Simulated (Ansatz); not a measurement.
# FCI/STO-3G run of SiHF (SMILES F[SiH])

Aim: the electronic atomisation energy of SiHF at FCI/STO-3G, from 4 runs. 

The calculation is run with Ansatz 0.2.0.

61 further runs of the same task are left out: 7 that didn't finish, 54 set aside as unsound or not needed.

## 1. Starting point

SiHF: 3 atoms, total charge 0, spin state singlet. As SMILES, `F[SiH]`. The coordinates come from a PBE0-D4/def2-TZVP relaxation.

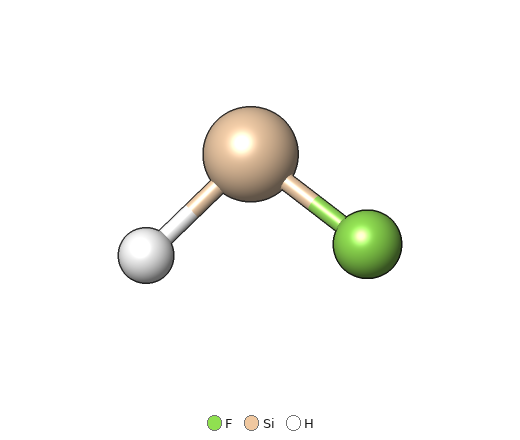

Viewed from a chosen angle; fluorine green, silicon light orange, hydrogen white.

## 2. A single-point energy at FCI/STO-3G

Input file run.yaml:

```yaml
crystal:
  periodic: [false, false, false]
  atoms:
    - {symbol: F, position_ang: [-1.090200, 0.024400, -0.602300]}
    - {symbol: Si, position_ang: [0.186800, 0.629400, 0.173800]}
    - {symbol: H, position_ang: [0.892400, -0.718600, 0.415300]}
basis:
  gaussian:
    orbitals: STO-3G
accuracy: high
correlation:
  method: fci
  frozen_orbitals: {F: 1, H: 0, Si: 5}
```

Command:

```console
$ ansatz run run.yaml --threads 1 --pin off --max-ram 2610MiB --events-out events.jsonl --progress --plain --runs-dir runs
```

Log:

```text
Warning: RAYON_NUM_THREADS=1 ignored (pool sized by the plan → 1); use --threads N
Functional definition: HF
  name "HF"
  exchange = exact_x
  correlation = 0
246 factors; integrals over basis functions are off by at most 3.3e-8 eV
mean field evaluation 1: about -10452.3530 eV, gradient 1.6e1 eV
mean field evaluation 2: about -10452.3885 eV, gradient 1.6e1 eV
mean field evaluation 4: about -10453.7507 eV, gradient 8.4e-1 eV
mean field evaluation 8: about -10453.7557 eV, gradient 2.2e-2 eV
mean field -10453.75566608 eV, -384.1684349183 hartree, gradient 5.5e-8 eV, S^2 0.000000; 0 other end points of the search recorded, 0 dependent functions left out
6 core orbitals not correlated: weight in the atoms' cores, before any rotation towards them, 1.000 or more for the frozen orbitals, at most 0.000 for the correlated occupied ones
reference -10453.75566608 eV, -384.1684349183 hartree; 6, 6 occupied and 3, 3 virtual orbitals, 246 factors
state -10455.80661582 eV, -384.2438059311 hartree
Total energy: -10455.80661582 eV, -384.2438059311 hartree
```

Wall time 6.2 s (1 thread of AMD EPYC 9R14 (Zen 4), shared host).

## 3. The F atom

Input file input.yaml:

```yaml
crystal:
  periodic: [false, false, false]
  atoms:
    - {symbol: F, position_ang: [0.000000, 0.000000, 0.000000]}
basis:
  gaussian:
    orbitals: STO-3G
magnetization:
  spin_polarized: true
  initial_magnetization: 1
correlation:
  method: fci
  frozen_orbitals: {F: 1}
accuracy: high
```

Run the same way, it converges to -97.98651 Eh (log not shown).

## 4. The H atom: the energy at UHF/STO-3G

Input file input.yaml:

```yaml
crystal:
  periodic: [false, false, false]
  atoms:
    - symbol: H
      position_ang: [0.000000, 0.000000, 0.000000]
basis:
  gaussian:
    orbitals: STO-3G
magnetization:
  spin_polarized: true
  initial_magnetization: 1
accuracy: high
hamiltonian:
  xc: hf
```

Run the same way, it converges to -0.46658 Eh (log not shown).

## 5. The Si atom

Input file run.yaml:

```yaml
crystal:
  periodic: [false, false, false]
  atoms:
    - {symbol: Si, position_ang: [0.000000, 0.000000, 0.000000]}
basis:
  gaussian: {orbitals: STO-3G}
magnetization: {spin_polarized: true, initial_magnetization: 2}
correlation: {method: fci, frozen_orbitals: {Si: 5}}
accuracy: high
```

Run the same way, it converges to -285.47962 Eh (log not shown).

## 6. Results

Level: FCI/STO-3G, 6 core orbitals frozen.

| quantity | value |
| --- | --- |
| molecule: total energy | -384.24381 Eh |
| molecule: correlation energy (6 core orbitals frozen) | -75.4 mEh |
| F atom: total energy | -97.98651 Eh |
| F atom: correlation energy (1 core orbital frozen) | 0.0 mEh |
| H atom: total energy | -0.46658 Eh |
| H atom: ⟨S²⟩ | 0.750 |
| Si atom: total energy | -285.47962 Eh |
| Si atom: correlation energy (5 core orbitals frozen) | -13.4 mEh |
| electronic atomisation energy | 8.465 eV |

**Reading.** Taking the molecule apart into free atoms costs 8.47 eV (817 kJ/mol), before zero-point energy and without spin-orbit coupling. In a minimal basis such a difference can be off by several eV, whatever the method.
